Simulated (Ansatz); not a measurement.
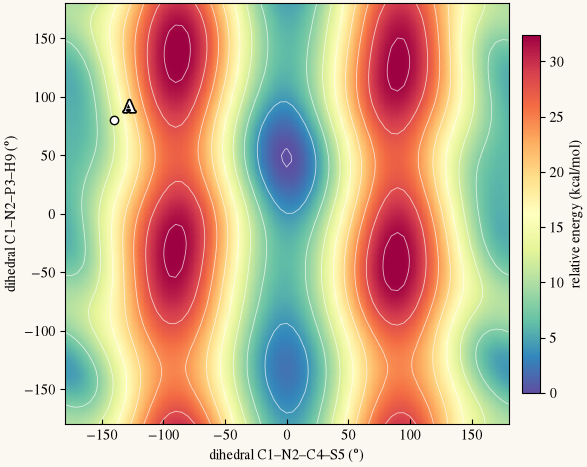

C2H6NPS, SMILES CN(P)C=S. First axis: dihedral C1–N2–C4–S5. Second axis: dihedral C1–N2–P3–H9. Nothing is relaxed (all other coordinates rigid). The scan uses an 18 × 18 grid. Points are written as (first, second). Energies are in kcal/mol, from the lowest grid point. Theory: RHF/def2-SVP in Ansatz.

Drawn: a smooth colour map with a few white contour lines, the point A. Between grid points the surface is interpolated.

Is A at rest? If not, where is it pushed?

Answer. A, at (−140°, 80°), is not a stationary point. The computed force is 0.39 kcal/mol for each degree towards smaller values of dihedral C1–N2–C4–S5 and 0.058 kcal/mol for each degree towards smaller values of dihedral C1–N2–P3–H9.
